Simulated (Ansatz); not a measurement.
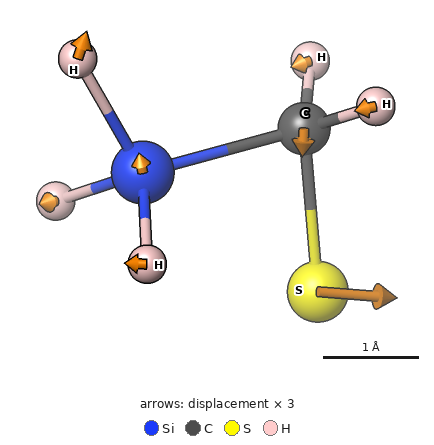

A relaxation of CH5SSi (charge −1). The starting structure is drawn; orange arrows show the displacements, 3 times their true length. The two geometries are superimposed by the best rigid fit.

Style: ball-and-stick. Shown at a tilt.

The calculation used RKS PBE0-D4/def2-TZVPD (Ansatz). Settings: force threshold 0.005 eV/Å; at most 200 steps.

### What did the optimiser do to the structure, and how much energy did it gain?

The S atom moves most after the best rigid fit: 0.31 Å. By element the largest moves are S 0.31 Å, H 0.11 Å, C 0.11 Å, Si 0.08 Å. Near-neighbour distances that change, for instance: S–Si 2.527 → 2.865 Å, H–Si 1.462 → 1.490 Å, C–Si 1.861 → 1.852 Å, C–H 1.089 → 1.097 Å. Among the angles between lasting bonds that change: Si–C–S 86.7° → 102.3°, H–Si–H 116.6° → 109.2°, Si–C–H 117.6° → 111.1°. The energy falls by 3.47 kcal/mol in 6 geometry steps. The largest force component goes from 1 to 0.0022 eV/Å. Cost: 30 s on 2 threads of Arm Neoverse V2, with other jobs on the host.
